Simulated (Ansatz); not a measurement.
The figure comes from a scan of KPH$_{2}$SO$_{3}$ (space group Cm): the cell is scaled evenly about its relaxed volume V₀. All values below come from r2SCAN (plane waves to 500 eV, PAW, scalar-relativistic; Ansatz, a first-principles code). k mesh 8×8×6 (Γ-centred), Fermi-Dirac smearing 0.05 eV. E stands for the smeared free energy. KPH2SO3 was relaxed with its symmetry unable to fall. ΔE is measured from the relaxed starting cell.

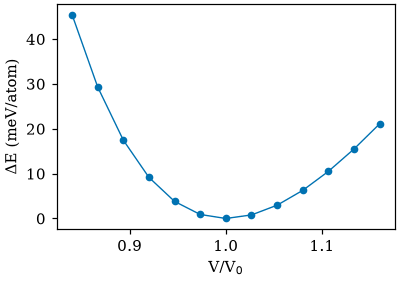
ΔE (meV/atom) against V/V₀; computed points joined by lines.

**Question.** Read the plotted values off the figure, to the accuracy that the plot allows.

**Answer.** To the nearest 1:

| V/V₀ | ΔE (meV/atom) |
|---|---|
| 0.840 | 45 |
| 0.867 | 29 |
| 0.893 | 17 |
| 0.920 | 9 |
| 0.947 | 4 |
| 0.973 | 1 |
| 1.000 | 0 |
| 1.027 | 1 |
| 1.053 | 3 |
| 1.080 | 6 |
| 1.107 | 10 |
| 1.133 | 15 |
| 1.160 | 21 |

(A scan under strain: stresses follow from slopes of the energy per volume, elastic moduli from its curvatures.)
